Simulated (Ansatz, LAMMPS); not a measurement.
## Forces and charges in amorphous 57SiO2-30PbO-13Na2O (mol %) (62 atoms)

Wanted: forces, charges and levels of amorphous 57SiO2-30PbO-13Na2O (mol %) (62 atoms).

Calculated with Ansatz 0.2.0; Kohn-Sham DFT, PBEsol, PAW (set soft_2), plane waves.

## (1) Starting point

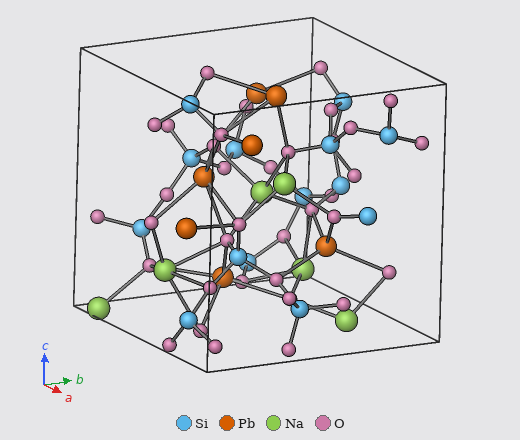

The cell as given, slightly off an axis (silicon blue, lead orange, sodium green, oxygen pink). Some periodic images of atoms are drawn too.

The cell holds 62 atoms: 13 Si, 7 Pb, 6 Na and 36 O. Its edges and angles: a = 9.754 Å, b = 9.754 Å, c = 9.754 Å, α = 90.0°, β = 90.0°, γ = 90.0°. 62 atoms (13 Si, 7 Sr, 6 Na, 36 O) placed at random at 3.1 g/cm³, melted at 5000 K for 10 ps at fixed volume with the Morse and Coulomb pair potential with partial charges (Pedone, Malavasi, Menziani, Cormack and Segre, J. Phys. Chem. B 110, 11780 (2006)). Quenched from 5000 K to 300 K at 10 K/ps and fixed volume, held 5 ps, then minimised at fixed cell. Then Sr was replaced by Pb and the cell scaled by 1.008 (the potential has no terms for the new elements, so the cell is a start for a DFT relaxation).

What the set-up can't give: The quench rate of 10 K/ps is many orders above laboratory rates, so the cell is likely richer in defects and strain than a real sample. The starting topology of bonds comes from the classical model, and needn't be the one that DFT or experiment would give. Spin–orbit coupling is left out, which matters for the levels of the heavy elements.

## (2) Making the structure

A classical potential makes the cell, at a small fraction of what the same run would cost in DFT.

This step: classical MD, Morse and Coulomb pair potential with partial charges (Pedone, Malavasi, Menziani, Cormack and Segre, J. Phys. Chem. B 110, 11780 (2006)) (LAMMPS 22 Jul 2025 - Update 4).

File in.lmp:

```
# melt-quench of Si13Sr7Na6O36
units metal
atom_style charge
boundary p p p
region box block 0 9.6761 0 9.6761 0 9.6761
create_box 4 box
mass 1 28.0850   # Si
mass 2 87.6200   # Sr
mass 3 22.9898   # Na
mass 4 15.9990   # O
create_atoms 1 random 13 101555 NULL overlap 1.5 maxtry 2000
create_atoms 2 random 7 101562 NULL overlap 1.5 maxtry 2000
create_atoms 3 random 6 101569 NULL overlap 1.5 maxtry 2000
create_atoms 4 random 36 101576 NULL overlap 1.5 maxtry 2000
pair_style hybrid/overlay pedone 5.5 coul/long 8.0
pair_coeff * * coul/long
pair_coeff 1 4 pedone 0.340554 2.006700 2.100000 1   # Si-O
pair_coeff 2 4 pedone 0.019623 1.886000 3.328330 3   # Sr-O
pair_coeff 3 4 pedone 0.023363 1.763867 3.006315 5   # Na-O
pair_coeff 4 4 pedone 0.042395 1.379316 3.618701 22   # O-O
set type 1 charge 2.4
set type 2 charge 1.2
set type 3 charge 0.6
set type 4 charge -1.2
kspace_style pppm 1.0e-4
neigh_modify delay 0 every 1 check yes
thermo_style custom step time temp pe press density
thermo_modify norm yes
timestep 0.002
thermo 100
min_style cg
minimize 1e-4 1e-4 200 2000
reset_timestep 0
velocity all create 5000 101556 mom yes dist gaussian
# [... 14 lines left out ...]
thermo 1250
fix md all nvt temp 300 300 0.2
run 2500 post no
unfix md
thermo 100
min_style cg
minimize 0 1e-3 2000 20000
write_dump all custom glass.dump id type xs ys zs modify sort id
```

On the command line:

```bash
$ lmp -in in.lmp -log none -nocite
```

Numbers of over 12 decimals in the logs are rounded to 6 here.

The program printed:

```text
LAMMPS (22 Jul 2025 - Update 4)
Created orthogonal box = (0 0 0) to (9.6761 9.6761 9.6761)
Created 13 atoms
Created 7 atoms
Created 6 atoms
Created 36 atoms
PPPM initialization ...
  G vector (1/distance) = 0.3763956
  grid = 10 10 10
  estimated relative force accuracy = 6.7238928e-05
   Step          Time           Temp          PotEng         Press         Density
         0   0              0             -3.0013167      584016.79      3.1019703
        71   0.142          0             -13.088509     -9119.4024      3.1019703
Loop time of 0.0165039 s on 1 MPI rank(s) for 71 steps with 62 atoms
Minimization stats:
  Stopping criterion = energy tolerance
  Energy initial, next-to-last, final =
     -3.00131671563853  -13.0876978349524  -13.0885086200316
  Force two-norm initial, final = 213.90432 1.9051548
  Iterations, force evaluations = 71 92
   Step          Time           Temp          PotEng         Press         Density
[... 12 lines left out ...]
[... 1 line left out ...]
Loop time of 0.764598 s on 1 MPI rank(s) for 5000 steps with 62 atoms
   Step          Time           Temp          PotEng         Press         Density
[... 12 lines left out ...]
Loop time of 33.6849 s on 1 MPI rank(s) for 235000 steps with 62 atoms
   Step          Time           Temp          PotEng         Press         Density
[... 2 lines left out ...]
    242500   485            293.18742     -13.187704      5723.3126      3.1019703
    243500   487            351.63028     -13.196259      6774.599       3.1019703
Loop time of 0.311707 s on 1 MPI rank(s) for 2500 steps with 62 atoms
   Step          Time           Temp          PotEng         Press         Density
    243500   487            351.63028     -13.196259      6774.599       3.1019703
    243528   487.056        351.63028     -13.231601      3850.4291      3.1019703
Loop time of 0.0133575 s on 1 MPI rank(s) for 28 steps with 62 atoms
Minimization stats:
  Stopping criterion = linesearch alpha is zero
  Energy initial, next-to-last, final =
     -13.1962586873831  -13.2316013716479  -13.2316013716479
  Force two-norm initial, final = 9.7100024 0.13527329
  Iterations, force evaluations = 28 85
```

Run time: 35 s. Hardware: 1 thread of AMD EPYC 9R45, shared host; peak memory 0.078 GiB.

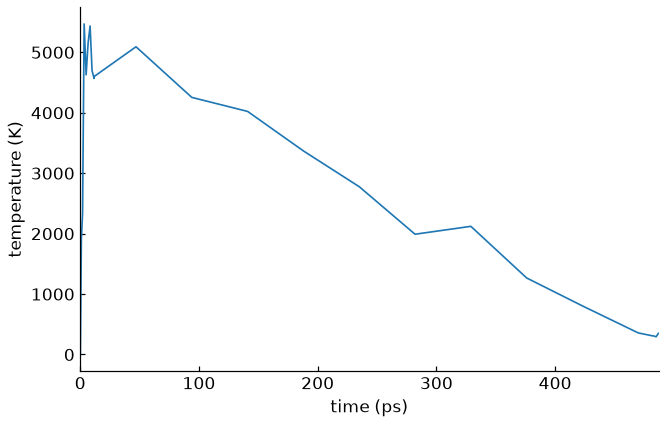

Temperature against time.

## (3) Plane-wave single point

One self-consistent run at the given positions yields energy and forces.

File input.yaml:

```yaml
crystal:
  lattice:
    - [9.75351, 0.0, 0.0]
    - [0.0, 9.75351, 0.0]
    - [0.0, 0.0, 9.75351]
  atoms:
    - { symbol: Si, position: [0.89185, 0.45656, 0.16399] }
    - { symbol: Si, position: [0.55877, 0.15441, 0.90794] }
    - { symbol: Si, position: [0.66735, 0.31463, 0.3252] }
    - { symbol: Si, position: [0.38856, 0.91328, 0.45862] }
    - { symbol: Si, position: [0.38348, 0.91582, 0.78276] }
    - { symbol: Si, position: [0.92011, 0.80341, 0.80351] }
    - { symbol: Si, position: [0.04708, 0.71822, 0.09578] }
    - { symbol: Si, position: [0.14886, 0.40489, 0.5637] }
    - { symbol: Si, position: [0.62804, 0.72264, 0.70209] }
    - { symbol: Si, position: [0.00023, 0.67656, 0.52606] }
    - { symbol: Si, position: [0.76043, 0.05383, 0.1341] }
    - { symbol: Si, position: [0.08877, 0.92935, 0.3373] }
    - { symbol: Si, position: [0.09231, 0.23077, 0.29746] }
    - { symbol: Pb, position: [0.35013, 0.43735, 0.14969] }
    - { symbol: Pb, position: [0.64131, 0.47656, 0.9232] }
    - { symbol: Pb, position: [0.6706, 0.69229, 0.32264] }
    - { symbol: Pb, position: [0.78029, 0.02265, 0.49876] }
    - { symbol: Pb, position: [0.49189, 0.26044, 0.59676] }
    - { symbol: Pb, position: [0.25487, 0.61643, 0.81689] }
    - { symbol: Pb, position: [0.92312, 0.21269, 0.83558] }
    - { symbol: Na, position: [0.42654, 0.14124, 0.23182] }
    - { symbol: Na, position: [0.79665, 0.43127, 0.62804] }
    - { symbol: Na, position: [0.12861, 0.03319, 0.01941] }
    - { symbol: Na, position: [0.6537, 0.79875, 0.01775] }
    - { symbol: Na, position: [0.4247, 0.55268, 0.48443] }
    - { symbol: Na, position: [0.35919, 0.77632, 0.14328] }
    - { symbol: O, position: [0.93854, 0.61756, 0.17532] }
    - { symbol: O, position: [0.63906, 0.04554, 0.00806] }
    - { symbol: O, position: [0.29028, 0.41734, 0.6457] }
    - { symbol: O, position: [0.15996, 0.29656, 0.43772] }
    - { symbol: O, position: [0.26757, 0.88312, 0.88755] }
    - { symbol: O, position: [0.5027, 0.79522, 0.79559] }
    - { symbol: O, position: [0.20521, 0.20344, 0.18556] }
    - { symbol: O, position: [0.72972, 0.27913, 0.4705] }
    - { symbol: O, position: [0.01842, 0.08204, 0.3406] }
    - { symbol: O, position: [0.69839, 0.17938, 0.2286] }
    - { symbol: O, position: [0.50975, 0.35742, 0.34355] }
    - { symbol: O, position: [0.6521, 0.81689, 0.5767] }
    - { symbol: O, position: [0.48401, 0.26795, 0.99646] }
    - { symbol: O, position: [0.49124, 0.03866, 0.44486] }
    - { symbol: O, position: [0.01336, 0.71433, 0.69289] }
    - { symbol: O, position: [0.75951, 0.91559, 0.21763] }
    - { symbol: O, position: [0.02738, 0.3699, 0.66294] }
    - { symbol: O, position: [0.45298, 0.06444, 0.81155] }
    - { symbol: O, position: [0.24592, 0.95785, 0.37712] }
    - { symbol: O, position: [0.87632, 0.42269, 0.0064] }
    - { symbol: O, position: [0.58356, 0.56817, 0.67958] }
    - { symbol: O, position: [0.42411, 0.76914, 0.39189] }
    - { symbol: O, position: [0.9923, 0.3514, 0.243] }
    - { symbol: O, position: [0.17626, 0.6214, 0.06521] }
    - { symbol: O, position: [0.34136, 0.90072, 0.62233] }
    - { symbol: O, position: [0.526, 0.6268, 0.08845] }
    - { symbol: O, position: [0.85822, 0.61351, 0.4944] }
    - { symbol: O, position: [0.66128, 0.2322, 0.80657] }
    - { symbol: O, position: [0.08982, 0.84775, 0.19235] }
    - { symbol: O, position: [0.12175, 0.56345, 0.49932] }
    - { symbol: O, position: [0.97768, 0.77466, 0.95585] }
    - { symbol: O, position: [0.02232, 0.82256, 0.44576] }
    - { symbol: O, position: [0.74452, 0.43797, 0.2417] }
    - { symbol: O, position: [0.89849, 0.09226, 0.06264] }
    - { symbol: O, position: [0.9069, 0.95533, 0.75256] }
    - { symbol: O, position: [0.7653, 0.72895, 0.80161] }
kpoints:
  mp_grid: { grid: [2, 2, 2] }
hamiltonian:
  xc: pbesol
scf:
  occupations: { method: gaussian, width: 0.025 }
output:
  forces: true
  stress: true
  populations: true
  dos:
    method: { smearing: { sigma: 0.08 } }
    de: 0.1
    projected: { site_lists: { Na: [Na], O: [O], Pb: [Pb], Si: [Si] } }
  eigenvalues: true
  write_density: true
  write_potential: true
  volumetric_format: npy
```

On the command line:

```bash
$ ansatz run input.yaml --threads 8 --pin off --max-ram 15872MiB --backend cpu --events-out ev --progress --plain --runs-dir out
```

The program printed:

```text
Engine: ansatz 0.2.0, x86_64-unknown-linux-gnu
Pseudopotentials: kind: paw
Pseudopotential: Si, paw, valence charge 4, recommended cutoff 420 eV (normal), Si.paw.azcp
Pseudopotential: Pb, paw, valence charge 14, recommended cutoff 420 eV (normal), Pb.paw.azcp
Pseudopotential: Na, paw, valence charge 9, recommended cutoff 420 eV (normal), Na.paw.azcp
Pseudopotential: O, paw, valence charge 6, recommended cutoff 420 eV (normal), O.paw.azcp
[... 3 lines on functional and potentials left out ...]
Crystal: 62 atoms, lattice volume = 927.861 Å³
Basis set: ecut = 420 eV, 18037 PW (Γ), exchange–correlation on 144×144×144 points (8 copies of the dense FFT grid, shifted against one another)
Bands: 272, of which v1, the nominal top of the filled ones, is band 210 counted from 1 (209 counted from 0)
Symmetry: 1 space group operations
Space group: P1 (ITA 1), of the structure as read, at distance tolerance 9.8e-5 Å
k-points: 8
[... 13 lines on functional and potentials left out ...]
Initial density: superposition of atomic densities (neutral atoms: chi_scale 0, normalization atom), corrected by the library's trained network
Initial wavefunctions: pseudopotential atomic-orbital guess
Functional: x = pbesol(κ = 0.804, μ = 0.123457), c = pbesol(β = 0.046)
SCF iter   1: F=—  HF=-119454.832328 eV  |F-HF|=—  |Δ(HF+E_count)|=         —  Δρ=1.21e-2  dr2=1.17e0  ethr=1.77e-3  ⟨swp⟩=6.1  Hψ=9866  notcnv=0  defer=220
preconditioner: auto → Resta (q_TF=auto, 2.391 Å⁻¹)  ε∞=3.2  [insulator: Δε(μ)=1.969 eV  Ē_g=16.714 eV  σ=0.025 eV  W_gap=1.00  n_scr=202 (ndim 8)  ℏωp=24.6 eV  f_vac=0.120  D(μ)=0.00/eV (n_scr^D=0)  ε∞_Penn≈3.2]
SCF iter   2: F=—  HF=-119454.552798 eV  |F-HF|=—  |Δ(HF+E_count)|=   2.80e-1  Δρ=3.76e-3  dr2=1.08e-1  ethr=2.80e-4  ⟨swp⟩=2.0  Hψ=3895  notcnv=0  defer=441
SCF iter   3: F=—  HF=-119454.536486 eV  |F-HF|=—  |Δ(HF+E_count)|=   1.63e-2  Δρ=1.41e-3  dr2=2.17e-2  ethr=2.56e-5  ⟨swp⟩=2.0  Hψ=3126  notcnv=0  defer=441
SCF iter   4: F=—  HF=-119454.535175 eV  |F-HF|=—  |Δ(HF+E_count)|=   1.31e-3  Δρ=7.17e-4  dr2=5.96e-3  ethr=5.16e-6  ⟨swp⟩=2.0  Hψ=2926  notcnv=0  defer=441
SCF iter   5: F=—  HF=-119454.535456 eV  |F-HF|=—  |Δ(HF+E_count)|=   2.82e-4  Δρ=3.39e-4  dr2=1.30e-3  ethr=1.42e-6  ⟨swp⟩=2.0  Hψ=2663  notcnv=0  defer=441
SCF iter   6: F=—  HF=-119454.535624 eV  |F-HF|=—  |Δ(HF+E_count)|=   1.68e-4  Δρ=9.62e-5  dr2=1.33e-4  ethr=3.10e-7  ⟨swp⟩=2.0  Hψ=3071  notcnv=0  defer=441
SCF iter   7: F=—  HF=-119454.535753 eV  |F-HF|=—  |Δ(HF+E_count)|=   1.29e-4  Δρ=4.24e-5  dr2=2.05e-5  ethr=3.16e-8  ⟨swp⟩=2.0  Hψ=2684  notcnv=0  defer=441
SCF iter   8: F=—  HF=-119454.536736 eV  |F-HF|=—  |Δ(HF+E_count)|=   9.82e-4  Δρ=2.27e-5  dr2=5.11e-6  ethr=4.88e-9  ⟨swp⟩=2.0  Hψ=3824  notcnv=0  defer=441
SCF iter   9: F=—  HF=-119454.536739 eV  |F-HF|=—  |Δ(HF+E_count)|=   3.72e-6  Δρ=6.63e-6  dr2=6.09e-7  ethr=1.22e-9  ⟨swp⟩=2.0  Hψ=3083  notcnv=0  defer=441
SCF iter  10: F=—  HF=-119454.536740 eV  |F-HF|=—  |Δ(HF+E_count)|=   1.05e-6  Δρ=4.80e-6  dr2=2.09e-7  ethr=2.38e-11  ⟨swp⟩=19.0  Hψ=20743  notcnv=0
SCF iter  11: F=-119454.536741 eV  HF=-119454.536741 eV  |F-HF|=3.53e-8  |Δ(HF+E_count)|=   1.32e-7  Δρ=1.36e-6  dr2=2.32e-8  ethr=2.38e-11  ⟨swp⟩=10.0  Hψ=14175  notcnv=0
SCF 1 converged in 11 iterations: F = -119454.536741 eV  dr2 = 2.32e-8
  greatest PAW one-centre occupation: 0.999 electrons in one spin orbital (limit 2), on the Na atom at site 21 (counted from 0), in its partial waves of l = 0
SCF converged after 11 iterations
Free energy (F): -119454.536741 eV
Harris-Foulkes:  -119454.536741 eV  (|F-HF|=3.53e-8)
Internal energy: -119454.536741 eV  (E = F + TS)
E sigma→0 (E₀):  -119454.536741 eV
Fermi energy:    5.754196 eV
--- Per-component energies (eV) ---
  E_band       = -2627.487498
  E_kinetic    = 9682.272930
  E_local      = -33220.494565  (includes V_loc(G=0)·N_el)
  E_nonlocal   = 5223.764530
  E_hartree    = 12401.472199
  E_xc         = -5122.788365
  E_vxc        = -5232.512979  (∫ρ·V_xc dr)
  E_paw        = -85280.190813  (= ΣΔE_a)
  E_vpaw       = -3883.551151  (= ΣTr[D̂ρ^β])
  E_aug_tail   = 0.090728  (compensation charges beyond the density's cutoff)
  E_ewald      = -23141.107016
  E_core_change = 2.443632  (= ΣΔE_core)
  E_smearing   = -0.000000  (= −TS)
  E_closure    = -0.000000  (closes the sum)
  Σ components = -119454.536741   (vs F -119454.536741, Δ=0.00e0)
--- Forces (eV/Å), atoms counted from 1 ---
  atom   1  Si     0.62283772    -0.77355900     0.01670526
  atom   2  Si     0.21227489    -1.19006522     0.66378889
  atom   3  Si     1.16050441    -0.88419218    -1.35728953
  atom   4  Si    -0.64540453    -0.37185960     1.35124733
  atom   5  Si     1.40446675    -0.63647282    -1.53217837
  atom   6  Si    -0.95224344    -0.46983341    -1.37599570
  atom   7  Si    -0.65828116    -1.31535889    -0.03082792
  atom   8  Si    -1.12867182     0.76981102    -0.41316533
  atom   9  Si    -0.11292539     0.90352882     0.63215718
  atom  10  Si     0.35762213    -0.35484378     0.53134151
  atom  11  Si    -0.88093070     1.55772900    -0.78365062
  atom  12  Si     0.72954331    -0.36535605     1.15024800
  atom  13  Si     0.08090595     0.77871535     0.44490587
  atom  14  Pb     0.65397885    -0.12140472    -0.24924435
[...]
atom  61  O     -0.00050116     1.81851598    -0.19043820
  atom  62  O      0.29210322    -0.40335056     1.30027871
  max |Σ_I F_I| component: 5.40e-5 eV/Å
--- Stress (GPa, compression-positive) ---
        0.967228       0.114452      -0.616444
        0.114452      -1.051591      -1.170255
       -0.616444      -1.170254      -0.079377
  P = ⅓ Tr σ = -0.0546 GPa (-0.546 kbar)
--- Band table (eV; the first three rows and the last of 8) ---
  k-point 0: bands = ["-45.3117", "-45.2613", "-45.1168", "-45.0474", [... 256 levels ...], "13.8450", "13.8956", "13.9733", "14.0840", "14.1602", "14.2040", "14.2316", "14.2635", "14.3128", "14.4316", "14.4529", "14.5275"]
[...]
--- Löwdin populations: 62 sites ---
  site symbol       q [e]
     0     Si      2.3011
     1     Si      2.3603
     2     Si      2.3627
[...]
61      O      6.8104
  spilling = 0.008906 (of n_electrons = 420.000000)
```

Run time: 15 s. Hardware: 8 threads of AMD EPYC 9R45, shared host; peak memory 8.2 GiB; 2 min of CPU time.

The run gave:

- free energy: -119454.5367 eV
- free energy per atom: -1926.6861 eV/atom
- SCF cycles: 11
- pressure: -0.05458 GPa
- r.m.s. force component: 0.8369 eV/Å
- longest force: 3.225 eV/Å
- Fermi energy: 5.754 eV
- gap (highest filled to lowest empty level): 2.028 eV
- spilling of the projection: 0.008906

Length of the force by element:

```
element  coordination  atoms  mean length of the force (eV/Å)  spread  least   most
     Na           all      6                            0.478   0.224  0.197  0.788
      O           all     36                             1.47   0.638  0.355   3.22
     Pb           all      7                            0.974   0.187  0.710   1.23
     Si           all     13                             1.45   0.422  0.732   2.17
```

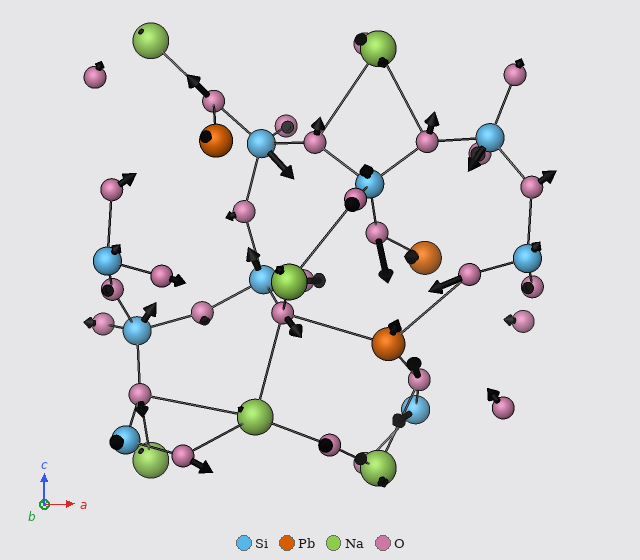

Forces as arrows; the longest in the cell is 3.22 eV/Å. Drawn is a slice 5 Å thick, seen along the normal of the ac plane. Bonds to atoms that aren't drawn are left out.

Löwdin charges by element (they lack the spilled electrons, 0.060 e an atom on average):

```
element  coordination  atoms  mean charge (e)  spread   least    most
     Na           all      6            0.768  0.0141   0.747   0.783
      O           all     36           -0.823  0.0417  -0.912  -0.752
     Pb           all      7             1.03  0.0556   0.937    1.11
     Si           all     13             1.66  0.0362    1.61    1.73
```

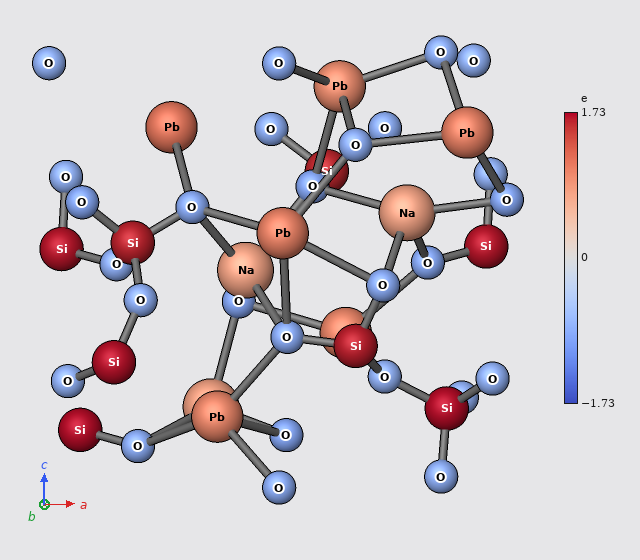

Atoms coloured by Löwdin charge. Drawn is a slice 6 Å thick, seen along the normal of the ac plane. Bonds to atoms that aren't drawn are left out.

(Continued in part 2 of 2.)

[Logs are printed without paths, hosts, clocks, repeated set-up lines and the standing remarks that a program may print on its own settings, such as how far it seeks lower states.]

[Hosts, paths, dates, database ids (printed as entryN), source tags and the programs' standing remarks are cut or masked in the printed files.]
